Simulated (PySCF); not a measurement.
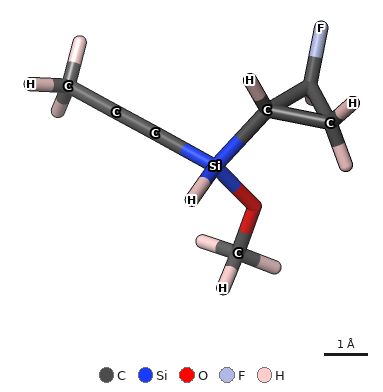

C7H11FOSi, before the relaxation. A stick model, seen at a tilt.

The start comes from GFN2-xTB.

Computed with PBE0-D3(BJ)/def2-SVP geometry optimisation, gas phase (PySCF 2.14.0, density-fitted response routines).

```xyz
21

C     3.7091   -1.1560   -1.1553
C     2.4894   -0.7028   -0.5273
C     1.4696   -0.3347    0.0005
Si   -0.0887    0.2482    0.8096
O    -0.7140    1.5563    0.0711
C    -0.1046    2.7929   -0.1399
C    -1.4560   -1.0228    0.5991
C    -2.9104   -0.6266    0.5341
C    -2.2157   -1.1275   -0.6815
F    -2.5410   -2.3762   -1.1380
H     4.1794   -0.3368   -1.6986
H     3.4893   -1.9634   -1.8529
H     4.4013   -1.5217   -0.3974
H     0.1943    0.5180    2.2266
H     0.0944    3.2940    0.8105
H    -0.7810    3.4069   -0.7359
H     0.8412    2.6720   -0.6728
H    -1.2645   -1.9721    1.0814
H    -3.6342   -1.2778    1.0011
H    -3.1614    0.4220    0.5698
H    -2.0052   -0.4751   -1.5183
```

Question: Where does the relaxation end?

Answer: Over 6 geometry steps the energy falls by 0.110 eV. The largest move after the best rigid fit is that of H16, 0.12 Å. By element the largest moves are H 0.12 Å, C 0.08 Å, O 0.07 Å, F 0.06 Å, Si 0.06 Å. Some distances before and after: Si4–O5 1.627 → 1.668 Å, Si4–C7 1.879 → 1.852 Å, Si4–H14 1.470 → 1.495 Å, C3–Si4 1.850 → 1.830 Å. Bond angles that change, for instance: Si4–O5–C6 127.8° → 124.8°, Si4–C7–H18 114.5° → 116.9°, F10–C9–H21 109.8° → 112.0°.

The structure at the end:

```xyz
21

C     3.7097   -1.1086   -1.1350
C     2.4766   -0.6728   -0.5076
C     1.4362   -0.3122    0.0173
Si   -0.1325    0.2138    0.7990
O    -0.7479    1.5517    0.0152
C    -0.0521    2.7498   -0.1845
C    -1.4622   -1.0604    0.5999
C    -2.9297   -0.6515    0.5706
C    -2.2581   -1.1115   -0.6657
F    -2.5864   -2.3360   -1.1488
H     4.2013   -0.2736   -1.6583
H     3.5173   -1.9039   -1.8719
H     4.4159   -1.5009   -0.3866
H     0.1459    0.5395    2.2309
H     0.1754    3.2580    0.7708
H    -0.6769    3.4259   -0.7879
H     0.9000    2.5882   -0.7215
H    -1.2710   -2.0478    1.0345
H    -3.6420   -1.3447    1.0255
H    -3.1788    0.4096    0.6580
H    -2.0496   -0.3958   -1.4679
```

After the run, drawn alike:

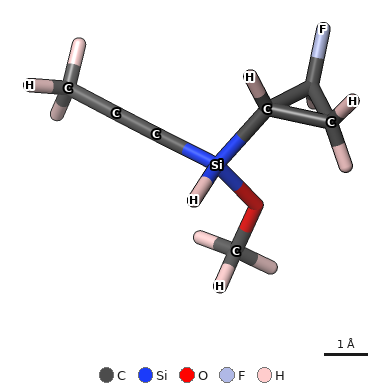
